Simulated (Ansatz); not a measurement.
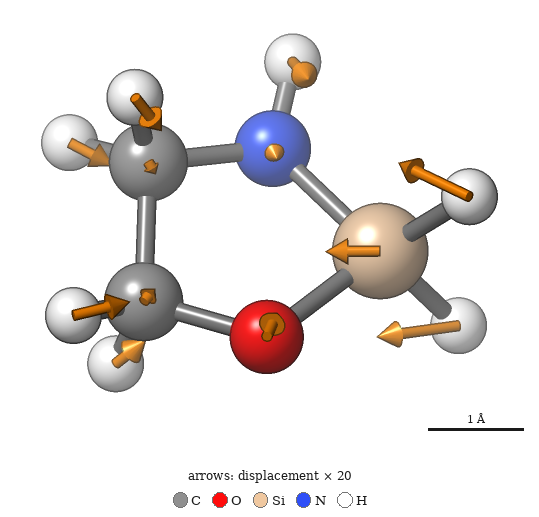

A relaxation of C₂H₇NOSi. The starting structure is drawn; orange arrows show the displacements, 20 times their true length. The two geometries are superimposed by the best rigid fit.

Style: ball-and-stick. Shown at a tilt.

The start comes from PBE-D4/def2-SVP.

Theory: Ansatz 0.2.0, RKS PBE0-D4/def2-TZVP. Settings: force threshold 0.005 eV/Å; at most 150 steps.

Which element moves most?

Answer. Hydrogen: up to 0.052 Å, against 0.029 Å for silicon.

What happened in the run?

Answer. After 4 accepted moves (5 points after the start) the energy has fallen by 7.63 kJ/mol. Largest force component: 0.88 eV/Å at the start, 0.0036 eV/Å at the end. The line search rejected the trial step at point 4 of the run. The largest move after the best rigid fit is that of an H atom, 0.052 Å. Largest moves by element: H 0.052 Å, Si 0.029 Å, O 0.026 Å, N 0.012 Å, C 0.011 Å. Among the contacts that change: O–Si 1.695 → 1.654 Å, N–Si 1.749 → 1.721 Å, C–H 1.120 → 1.100 Å, H–Si 1.508 → 1.490 Å.
